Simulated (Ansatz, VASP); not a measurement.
# GeRu2C: VASP beside Ansatz

Wanted: the spread between two codes on one cell, functional and k mesh. The cell is invented: As first built, before any earlier steps moved the atoms: it takes the ZrC structure with some of its atoms replaced by other elements, volume scaled by an estimate. It may not be a known or stable phase. The cell is taken from a series of runs on this material, whose earlier steps may have relaxed or scaled it; both programs get it as it stands.

Main program and level: Ansatz 0.2.0; plane waves, with VASP 6.6.1 beside it; electric field gradients at LDA and single point at LDA.

### Step 1. Starting point

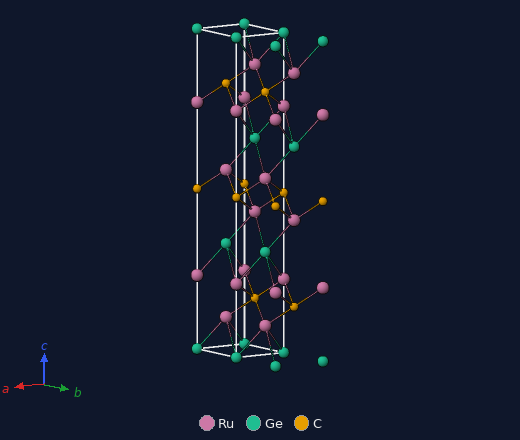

Start, viewed from a free direction; ruthenium pink, germanium teal, carbon orange. 1×2×1 cells are drawn. This picture shows the conventional cell, with its axes. Bonds to atoms that aren't drawn are left out. Some periodic images of atoms are drawn too.

As a file:

```cif
data_structure
_symmetry_space_group_name_H-M 'R-3m:H'
_symmetry_Int_Tables_number 166
_cell_length_a 2.9204
_cell_length_b 2.9204
_cell_length_c 19.1819
_cell_angle_alpha 90.000
_cell_angle_beta 90.000
_cell_angle_gamma 120.000
_cell_volume 141.68
loop_
_atom_site_label
_atom_site_type_symbol
_atom_site_symmetry_multiplicity
_atom_site_Wyckoff_symbol
_atom_site_fract_x
_atom_site_fract_y
_atom_site_fract_z
_atom_site_occupancy
Ru1 Ru 6 c 0.00000 0.00000 0.77019 1
Ge1 Ge 3 a 0.00000 0.00000 0.00000 1
C1 C 3 b 0.66667 0.33333 0.83333 1
```

### Step 2. VASP: electric field gradients, LDA

Field gradients test the density near the nuclei, where the PAW reconstruction matters most.

Lines of VASP's logs that name or quote its potential files are left out, and so is its time.

Contents of INCAR:

```
SYSTEM = GeRu2C
PREC = Accurate
ENCUT = 520
EDIFF = 1E-06
NELM = 100
ISMEAR = 0
SIGMA = 0.05
LREAL = .FALSE.
ALGO = Normal
GGA = PW92
NBANDS = 29
LASPH = .TRUE.
LORBIT = 11
LWAVE = .FALSE.
LCHARG = .FALSE.
KPAR = 2
ISIF = 2
LEFG = .TRUE.
```

Contents of POSCAR:

```
GeRu2C
1.0
    1.4601751065      0.8430326957      6.3939829417
   -1.4601751065      0.8430326957      6.3939829417
    0.0000000000     -1.6860653913      6.3939829417
Ru Ge C
2 1 1
Direct
    0.7701896776      0.7701896776      0.7701896776
    0.2298103224      0.2298103224      0.2298103224
    0.0000000000      0.0000000000      0.0000000000
    0.5000000000      0.5000000000      0.5000000000
```

Contents of KPOINTS:

```
Automatic mesh
0
Gamma
8 8 8
0 0 0
```

PAW data sets: Ru_pv, Ge_d and C (LDA family, release 64).

Launch:

```bash
> mpirun -np 2 vasp_std
```

Numbers of over 12 decimals in the logs are rounded to 6 here.

Log:

```text
[banner, memory and clock lines left out]
running    2 mpi-ranks, on    1 nodes
 distrk:  each k-point on    1 cores,    2 groups
 distr:  one band on    1 cores,    1 groups

 POSCAR found type information on POSCAR RuGeC
 POSCAR found :  3 types and       4 ions
|                                                                             |
|               ----> ADVICE to this user running VASP <----                  |
|                                                                             |
|     You enforced a specific xc type in the INCAR file but a different       |
|     [... a line on the potential file left out ...]
|     I HOPE YOU KNOW WHAT YOU ARE DOING!                                     |
|                                                                             |

 LDA part: xc-table for (Slater(with rela. corr.)+PW92), standard interpolation
 POSCAR, INCAR and KPOINTS ok, starting setup
 FFT: planning ... GRIDC
 FFT: planning ... GRID_SOFT
 FFT: planning ... GRID
 WAVECAR not read
 entering main loop
       N       E                     dE             d eps       ncg     rms          rms(c)
DAV:   1     0.481401668323E+03    0.48140E+03   -0.25520E+04  4832   0.344E+03
DAV:   2     0.733643182751E+01   -0.47407E+03   -0.45747E+03  3838   0.775E+02
DAV:   3    -0.369734917006E+02   -0.44310E+02   -0.42377E+02  4148   0.157E+02
DAV:   4    -0.387678652766E+02   -0.17944E+01   -0.17801E+01  4351   0.332E+01
DAV:   5    -0.388240941089E+02   -0.56229E-01   -0.56199E-01  4703   0.584E+00    0.308E+01
DAV:   6    -0.366412038995E+02    0.21829E+01   -0.16677E+01  4515   0.286E+01    0.816E+00
DAV:   7    -0.361178440250E+02    0.52336E+00   -0.44195E+00  4188   0.172E+01    0.894E+00
DAV:   8    -0.360216655763E+02    0.96178E-01   -0.58598E-01  4184   0.528E+00    0.203E+00
DAV:   9    -0.360011908675E+02    0.20475E-01   -0.43584E-02  4316   0.181E+00    0.245E-01
DAV:  10    -0.360013093098E+02   -0.11844E-03   -0.10092E-02  4267   0.647E-01    0.175E-01
DAV:  11    -0.360013015486E+02    0.77611E-05   -0.80537E-04  5000   0.343E-01    0.833E-02
DAV:  12    -0.360012673006E+02    0.34248E-04   -0.12027E-04  4858   0.123E-01    0.171E-02
DAV:  13    -0.360012672730E+02    0.27625E-07   -0.17525E-05  4482   0.382E-02    0.647E-03
DAV:  14    -0.360012670361E+02    0.23681E-06   -0.14168E-06  2788   0.823E-03
ion   1
     0.0000000    -0.0000000     0.0000012    -1.0495522    -0.0000000    -0.0000985
     0.0000541    -0.0000000     0.0000012    -1.0495522    -0.0000000    -0.0000985
     0.0000746    -0.0000000     0.0000012    -1.0495522    -0.0000000    -0.0000985
     0.0001027    -0.0000000     0.0000012    -1.0495521    -0.0000000    -0.0000985
     0.0001414    -0.0000000     0.0000012    -1.0495520    -0.0000000    -0.0000985

     0.0000000    -0.0000000     0.0000111     3.5313355    -0.0000000    -0.0045621
     0.0000541    -0.0000000     0.0000111     3.5326146    -0.0000000    -0.0045616
     0.0000746    -0.0000000     0.0000111     3.5334993    -0.0000000    -0.0045614
     0.0001027    -0.0000000     0.0000111     3.5350342    -0.0000000    -0.0045610
     0.0001414    -0.0000000     0.0000111     3.5376767    -0.0000000    -0.0045603

ion   2
     0.0000000     0.0000000     0.0000012    -1.0495522     0.0000000    -0.0000985
     0.0000541     0.0000000     0.0000012    -1.0495522     0.0000000    -0.0000985
     0.0000746     0.0000000     0.0000012    -1.0495522     0.0000000    -0.0000985
     0.0001027     0.0000000     0.0000012    -1.0495521     0.0000000    -0.0000985
     0.0001414     0.0000000     0.0000012    -1.0495520     0.0000000    -0.0000985

     0.0000000     0.0000000     0.0000111     3.5313355     0.0000000    -0.0045621
     0.0000541     0.0000000     0.0000111     3.5326146     0.0000000    -0.0045616
     0.0000746     0.0000000     0.0000111     3.5334993     0.0000000    -0.0045614
     0.0001027     0.0000000     0.0000111     3.5350342     0.0000000    -0.0045610
     0.0001414     0.0000000     0.0000111     3.5376767     0.0000000    -0.0045603

ion   3
     0.0000000     0.0000000    -0.0000000     0.5306735    -0.0000000    -0.0000753
     0.0000487     0.0000000    -0.0000000     0.5306735    -0.0000000    -0.0000753
     0.0000636     0.0000000    -0.0000000     0.5306736    -0.0000000    -0.0000753
     0.0000831     0.0000000    -0.0000000     0.5306736    -0.0000000    -0.0000753
     0.0001085     0.0000000    -0.0000000     0.5306737    -0.0000000    -0.0000753

     0.0000000     0.0000000    -0.0000001   132.7313422     0.0000000    -0.0013551
     0.0000487     0.0000000    -0.0000001   132.7266474     0.0000000    -0.0013551
     0.0000636     0.0000000    -0.0000001   132.7244586     0.0000000    -0.0013551
     0.0000831     0.0000000    -0.0000001   132.7211627     0.0000000    -0.0013551
     0.0001085     0.0000000    -0.0000001   132.7162269     0.0000000    -0.0013551

ion   4
     0.0000000    -0.0000000     0.0000000    -0.0467492    -0.0000000    -0.0000264
     0.0000266    -0.0000000     0.0000000    -0.0467492    -0.0000000    -0.0000264
     0.0000367    -0.0000000     0.0000000    -0.0467492    -0.0000000    -0.0000264
     0.0000505    -0.0000000     0.0000000    -0.0467492    -0.0000000    -0.0000264
     0.0000695    -0.0000000     0.0000000    -0.0467492    -0.0000000    -0.0000264

     0.0000000    -0.0000000     0.0000000    -0.1210577    -0.0000000    -0.0000432
     0.0000266    -0.0000000     0.0000000    -0.1210577    -0.0000000    -0.0000432
     0.0000367    -0.0000000     0.0000000    -0.1210577    -0.0000000    -0.0000432
     0.0000505    -0.0000000     0.0000000    -0.1210576    -0.0000000    -0.0000432
     0.0000695    -0.0000000     0.0000000    -0.1210576    -0.0000000    -0.0000432

   1 F= -.36001267E+02 E0= -.35999138E+02  d E =-.425800E-02
```

From OUTCAR (step 2):

```text
ion  position               nearest neighbor table
   1  0.770  0.770  0.770-   4 2.08   4 2.08   4 2.08   3 2.61   3 2.61   3 2.61   2 2.95   2 2.95
                             2 2.95
   2  0.230  0.230  0.230-   4 2.08   4 2.08   4 2.08   3 2.61   3 2.61   3 2.61   1 2.95   1 2.95
                             1 2.95
   3  0.000  0.000  0.000-   1 2.61   1 2.61   2 2.61   2 2.61   1 2.61   2 2.61
   4  0.500  0.500  0.500-   2 2.08   2 2.08   1 2.08   1 2.08   2 2.08   1 2.08

  LATTYP: Found a trigonal (rhomboedric) cell.
 ALAT       =     6.6125511965
 COS(alpha) =     0.9024781494

 Subroutine GETGRP returns: Found 12 space group operations
 (whereof 12 operations were pure point group operations)

The static configuration has the point symmetry D_3d.

 Found     65 irreducible k-points:

   k-points           NKPTS =     65   k-points in BZ     NKDIM =     65   number of bands    NBANDS=     29

   dimension x,y,z NGX =    50 NGY =   50 NGZ =   50
   dimension x,y,z NGXF=   100 NGYF=  100 NGZF=  100

   ENCUT  =  520.0 eV  38.22 Ry    6.18 a.u.  12.29 12.29 12.29*2*pi/ulx,y,z

   NELECT =      46.0000    total number of electrons

 k-points in reciprocal lattice and weights: Automatic mesh
   0.00000000  0.00000000  0.00000000       0.002
   0.12500000  0.00000000 -0.00000000       0.012
   0.25000000  0.00000000 -0.00000000       0.012
   0.37500000 -0.00000000 -0.00000000       0.012
   0.50000000  0.00000000 -0.00000000       0.006
   0.12500000  0.12500000 -0.00000000       0.012
   0.25000000  0.12500000 -0.00000000       0.023
   0.37500000  0.12500000 -0.00000000       0.023
   0.50000000  0.12500000 -0.00000000       0.023
[...]
-0.37500000  0.50000000  0.37500000       0.012
   0.50000000  0.50000000  0.50000000       0.002

 average (electrostatic) potential at core
       1 -68.4799       2 -68.4799       3 -68.5914       4 -48.6769

 E-fermi :  11.6843

 k-point     1 :       0.0000    0.0000    0.0000
  band No.  band energies     occupation
    ...
     20       8.9425      2.00000
     21       9.9438      2.00000
     22       9.9438      2.00000
     23      10.8039      2.00000
     24      10.8039      2.00000
     25      13.0889      0.00000
     26      15.5101      0.00000
     27      15.5101      0.00000
     28      17.0118      0.00000
     29      20.6221      0.00000

 k-point     2 :       0.1250    0.0000   -0.0000
  band No.  band energies     occupation
    ...
     20       9.2404      2.00000
     21       9.7917      2.00000
     22       9.8894      2.00000
     23      10.8703      2.00000
     24      10.9036      2.00000
     25      13.7188      0.00000
     26      15.3413      0.00000
     27      15.6999      0.00000
     28      17.6005      0.00000
     29      18.0800      0.00000

 k-point     3 :       0.2500    0.0000   -0.0000
  band No.  band energies     occupation
    ...
     20       9.6620      2.00000
     21       9.8321      2.00000
     22      10.3195      2.00000
     23      10.9655      2.00000
     24      10.9765      2.00000
     25      13.9462      0.00000
     26      14.6065      0.00000
     27      15.9283      0.00000
     28      16.0886      0.00000
     29      18.1828      0.00000

  Total       -0.0713589     -0.0713589     -0.1329073      0.0000000     -0.0000000      0.0000000
  in kB       -2.4209533     -2.4209544     -4.5090736      0.0000000     -0.0000000      0.0000000
  external PRESSURE =      -3.1169938 kB  Pullay stress =       0.0000000 kB

  energy-cutoff  :      520.00
  volume of cell :       47.23
      direct lattice vectors                 reciprocal lattice vectors
     1.460175106  0.843032696  6.393982942     0.342424684  0.197698936  0.052132346
    -1.460175106  0.843032696  6.393982942    -0.342424684  0.197698936  0.052132346
     0.000000000 -1.686065391  6.393982942     0.000000000 -0.395397871  0.052132346

 POSITION                                       TOTAL-FORCE (eV/Angst)
 -----------------------------------------------------------------------------------
      0.00000      0.00000     14.77374        -0.000000      0.000000      0.019575
      0.00000      0.00000      4.40821        -0.000000     -0.000000     -0.019575
      0.00000      0.00000      0.00000        -0.000000      0.000000     -0.000000
      0.00000      0.00000      9.59097         0.000000      0.000000     -0.000000
 -----------------------------------------------------------------------------------
    total drift:                                0.000000      0.000000     -0.000000

  FREE ENERGIE OF THE ION-ELECTRON SYSTEM (eV)
  ---------------------------------------------------
  free  energy   TOTEN  =       -36.0012670361 eV

  energy  without entropy=      -35.9970090381  energy(sigma->0) =      -35.99913804

 Electric field gradients after diagonalization (V/A^2)
 (convention: |V_zz| > |V_xx| > |V_yy|)
----------------------------------------------------------------------
 ion       V_xx      V_yy      V_zz     asymmetry (V_yy - V_xx)/ V_zz
----------------------------------------------------------------------
   1       1.966     1.956    -3.922       0.003
   2       1.966     1.956    -3.922       0.003
   3      82.812    82.809  -165.622       0.000
   4       0.154     0.154    -0.308       0.000
----------------------------------------------------------------------

 total charge
# of ion       s       p       d       tot
------------------------------------------
    1        0.321   6.310   6.197  12.829
    2        0.321   6.310   6.197  12.829
    3        1.157   1.180  10.107  12.444
    4        0.867   1.500   0.000   2.367
--------------------------------------------------
tot          2.666  15.300  22.502  40.469

[... 3 further parts left out ...]
```

The run ends at a pressure of -0.31 GPa, with forces up to 0.020 eV/Å.

(Part 1 of 2 ends here.)

[Lines on the potential files, build, host, timing and source positions are cut from VASP's logs without a mark.]

[Logs are printed without paths, hosts, clocks, repeated set-up lines and the standing remarks that a program may print on its own settings, such as how far it seeks lower states.]

[Hosts, paths, dates, database ids (printed as entryN), source tags and the programs' standing remarks are cut or masked in the printed files.]
